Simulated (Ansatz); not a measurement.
Take CdS in the wurtzite structure (space group P6_3mc, No. 186; a = 4.164 Å, c = 6.767 Å) as the base. Axes: x lies along a and z along c of the hexagonal cell.

One thing is altered: uniaxial strain ε_zz = +0.76 %, all other strain components held at zero, atoms relaxed at fixed cell.

Calculations: r2SCAN, PAW, 500 eV (Ansatz, a quantum-chemistry and plane-wave program; without spin-orbit coupling).

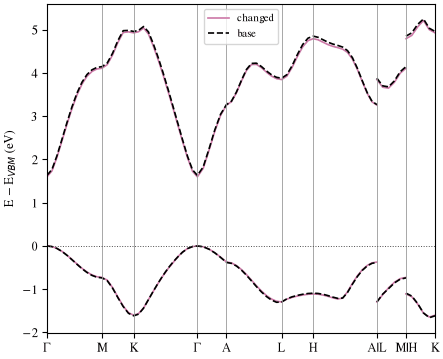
Fig. 1. Highest valence and lowest conduction band along the path, each from its own valence-band maximum

The gap is 1.60 eV, direct at Γ; the base has 1.63 eV.

Whether these cells are dynamically stable was not tested.
